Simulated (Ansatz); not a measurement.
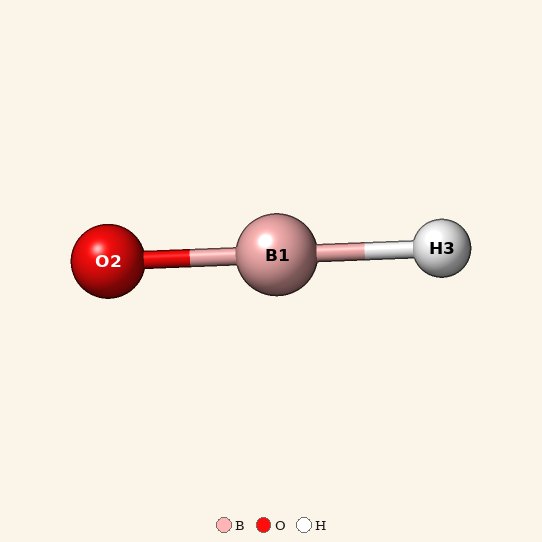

Harmonic vibrations computed with RKS PBE0-D4/def2-TZVP (Ansatz 0.2.0) at a stationary point of the same level.

> Is this a minimum or a saddle point?

A minimum: no imaginary frequency, and the lowest mode lies at 778 cm⁻¹.

> List the wavenumbers.

4 modes: 778, 778, 1884, 2894 cm⁻¹.
